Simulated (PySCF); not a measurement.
# doublet C2H3FSn+: levels of theory compared

Aim: a comparison of 6 runs (UHF/STO-3G, U-wB97M-V/def2-SVP, U-wB97X/def2-SVP, UB3LYP/def2-SVP, UCAM-B3LYP/def2-SVP, UM06-L/def2-SVP) of doublet C2H3FSn+. Input form: a Python script.

The results are computed with PySCF 2.14.0.

1 further run of the same task is left out (set aside as unsound or not needed).

### Step 1. The structure to begin with

The species is C2H3FSn+ (7 atoms), meant as a doublet with charge +1. SMILES of the parent species: `C#[C][SnH2][F]`. The shape is that of a PBE0-D4/def2-TZVP optimisation. That shape belongs to the parent species and isn't relaxed for this state.

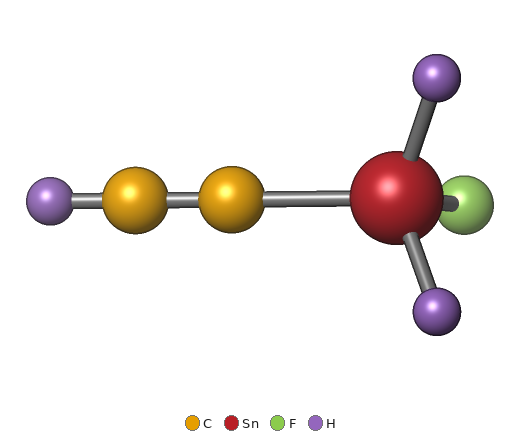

The structure, seen from a chosen angle (carbon amber, tin red, fluorine green, hydrogen purple).

### Step 2. A single-point energy at UHF/STO-3G (run 1)

run.py reads:

```python
from pyscf import gto

mol = gto.Mole()
mol.atom = [
    ('C', (0.540900, -2.061700, 0.309600)),
    ('C', (0.260900, -0.899800, 0.149300)),
    ('Sn', (-0.181000, 1.107500, -0.090800)),
    ('F', (-1.624000, 1.153600, -1.356400)),
    ('H', (0.780800, -3.092100, 0.444400)),
    ('H', (-0.810500, 1.782100, 1.331900)),
    ('H', (1.094200, 1.942400, -0.833800)),
]
mol.basis = 'sto-3g'
mol.charge = 1
mol.spin = 1
mol.verbose = 3
mol.max_memory = 1860
mol.build()

calc0 = mol.UHF()
calc0.conv_tol = 1e-10
calc0.kernel()
if not calc0.converged:
    calc0 = calc0.newton().run(calc0.mo_coeff, calc0.mo_occ)

energy = calc0.e_tot
print('Final energy', energy)
```

Started as:

```console
$ OMP_NUM_THREADS=1 python run.py
```

Output:

```text
converged SCF energy = -6137.51431407601  <S^2> = 0.78603001  2S+1 = 2.0357112
Final energy -6137.514314076007
```

It took 1 s on 1 thread of Arm Neoverse V2, shared host; peak memory 0.12 GiB.

### Step 3. The energy at U-wB97M-V/def2-SVP (core potential) (run 2)

job.py reads:

```python
from pyscf import gto, dft

system = gto.Mole()
system.atom = '''
C      1.022153    -3.896048     0.585059
C      0.493030    -1.700376     0.282136
Sn    -0.342040     2.092872    -0.171587
F     -3.068915     2.179988    -2.563225
H      1.475498    -5.843222     0.839794
H     -1.531623     3.367681     2.516926
H      2.067738     3.670604    -1.575654
'''
system.verbose = 4
system.max_memory = 1860
system.unit = 'bohr'
system.basis = 'def2-svp'
system.ecp = {'Sn': 'def2-svp'}
system.spin = 1
system.charge = 1
system.build()

myscf = dft.UKS(system)
myscf.xc = 'wb97m-v'
myscf.conv_tol = 1e-10
myscf.nlcgrids.level = 1
myscf.grids.level = 5
myscf.kernel()
if not myscf.converged:
    myscf = myscf.newton().run(myscf.mo_coeff, myscf.mo_occ)

e_tot = myscf.e_tot
print(f'total energy: {e_tot:.8f} hartree')
```

Started as:

```console
$ OMP_NUM_THREADS=1 python job.py
```

Output:

```text
PySCF version 2.14.0

[... 135 lines left out ...]
converged SCF energy = -391.436367588173  <S^2> = 0.75505873  2S+1 = 2.0050524
total energy: -391.43636759 hartree
```

It took 2.5 min on 1 thread of Arm Neoverse V2, shared host; peak memory 0.49 GiB.

### Step 4. A single-point energy at U-wB97X/def2-SVP (core potential) (run 3)

mol.xyz reads:

```xyz
7

C      0.540900    -2.061700     0.309600
C      0.260900    -0.899800     0.149300
Sn    -0.181000     1.107500    -0.090800
F     -1.624000     1.153600    -1.356400
H      0.780800    -3.092100     0.444400
H     -0.810500     1.782100     1.331900
H      1.094200     1.942400    -0.833800
```

job.py reads:

```python
from pyscf import gto, dft

mol = gto.M(
    atom='mol.xyz',
    max_memory=1860,
    charge=1,
    ecp={'Sn': 'def2-svp'},
    spin=1,
    basis='def2-svp',
    verbose=3,
)

mf = dft.UKS(mol, xc='wb97x')
mf.grids.level = 5
mf.conv_tol = 1e-10
mf.kernel()
if not mf.converged:
    mf = mf.newton().run(mf.mo_coeff, mf.mo_occ)

energy = mf.e_tot
print('E = %.10f Eh' % energy)
```

Started as:

```console
$ OMP_NUM_THREADS=1 python job.py
```

Output:

```text
WARN: HOMO -0.654755958375514 >= LUMO -0.654755958375507

converged SCF energy = -391.543942212557  <S^2> = 0.75461051  2S+1 = 2.0046052
E = -391.5439422126 Eh
```

Wall time 50 s (1 thread of Arm Neoverse V2, shared host); peak memory 0.44 GiB.

Runs 4 to 5 aren't shown in full; the table further down has their settings and results.

### Step 5. The energy at UM06-L/def2-SVP (core potential) (run 6)

input.py reads:

```python
from pyscf import gto, dft

system = gto.M(
    atom=[
    ('C', (0.540900, -2.061700, 0.309600)),
    ('C', (0.260900, -0.899800, 0.149300)),
    ('Sn', (-0.181000, 1.107500, -0.090800)),
    ('F', (-1.624000, 1.153600, -1.356400)),
    ('H', (0.780800, -3.092100, 0.444400)),
    ('H', (-0.810500, 1.782100, 1.331900)),
    ('H', (1.094200, 1.942400, -0.833800)),
],
    ecp={'Sn': 'def2-svp'},
    max_memory=1860,
    verbose=3,
    charge=1,
    basis='def2-svp',
    spin=1,
)

myscf = dft.UKS(system, xc='m06-l')
myscf.conv_tol = 1e-10
myscf.grids.level = 5
myscf.kernel()
if not myscf.converged:
    myscf = myscf.newton().run(myscf.mo_coeff, myscf.mo_occ)

energy = myscf.e_tot
print('E = %.10f Eh' % energy)
```

Started as:

```console
$ OMP_NUM_THREADS=1 python input.py
```

Output:

```text
converged SCF energy = -391.700922746903  <S^2> = 0.75446638  2S+1 = 2.0044614
E = -391.7009227469 Eh
```

It took 1.7 min on 1 thread of Arm Neoverse V2, shared host; peak memory 0.49 GiB.

### Step 6. Overview of the runs

| run | level | core potential | integration grid | energy (Eh) | HOMO energy (eV) | LUMO energy (eV) | ⟨S²⟩ | wall time |
| --- | --- | --- | --- | --- | --- | --- | --- | --- |
| 1 | UHF/STO-3G | – | – | -6137.514314 | -11.96 | -7.76 | 0.786 | 1 s |
| 2 | U-wB97M-V/def2-SVP (core potential) | def2-svp | 5 | -391.436368 | -16.50 | -11.02 | 0.755 | 2.5 min |
| 3 | U-wB97X/def2-SVP (core potential) | def2-svp | 5 | -391.543942 | -16.55 | -10.92 | 0.755 | 50 s |
| 4 | UB3LYP/def2-SVP (core potential) | def2-svp | 5 | -391.630094 | -14.42 | -12.94 | 0.757 | 48 s |
| 5 | UCAM-B3LYP/def2-SVP (core potential) | def2-svp | 5 | -391.460732 | -15.67 | -11.92 | 0.757 | 52 s |
| 6 | UM06-L/def2-SVP (core potential) | def2-svp | 5 | -391.700923 | -13.78 | -13.27 | 0.754 | 1.7 min |

### Step 7. What came out

| quantity | value |
| --- | --- |
| run 6: total energy | -391.70092 Eh |
| run 6: HOMO energy (highest over α and β) | -13.78 eV |
| run 6: LUMO energy (lowest over α and β) | -13.27 eV |
| run 6: ⟨S²⟩ | 0.754 |

What this shows: Totals of different functionals can't be ranked against each other. Some runs of one species differ in core potentials or relativity; totals across that change don't compare. In run 1 the basis is minimal, so the values are rough. In run 1 relativity is left out where basis or elements ask for it. All runs together took 6.7 min, the longest 2.5 min.
